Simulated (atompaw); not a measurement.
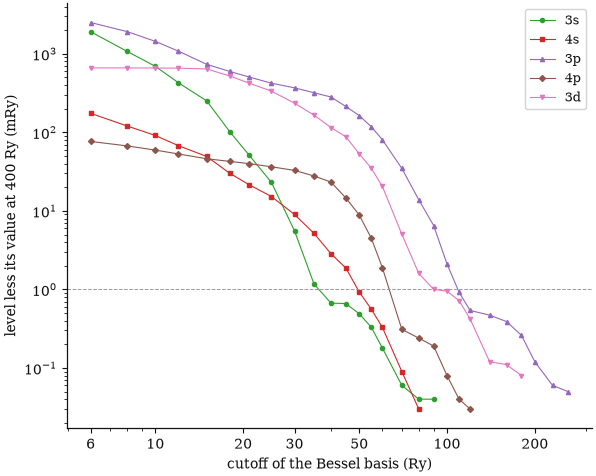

The pseudo-atom Hamiltonian at the reference potential is diagonalised in spherical Bessel functions (20 bohr box) up to the cutoff. Curves: distance of each valence level from its value at 400 Ry.

Atompaw 4.2.0.5 input:

```
Co 27
GGA-PBE scalarrelativistic loggrid 1500 logderivrange -10 5 376
4 4 3 0 0 0
4 1 0
3 2 7
0 0 0
c
c
v
v
c
v
v
v
2
1.40 1.10 1.10 1.20
n
n
y
2.3
n
custom rrkj vanderbiltortho sinc
3 0.5 troulliermartins
1.30
1.10
0.85
1.40
1.15
1.40
```

At which cutoff does each level come within 1 mRy for good?

3s: 40 Ry; 4s: 50 Ry; 3p: 110 Ry; 4p: 70 Ry; 3d: 100 Ry.

From which cutoff is the occupation-weighted sum of levels good to 10 mRy, and to 1 mRy?

120 Ry and 200 Ry, on the ladder of cutoffs that was run.
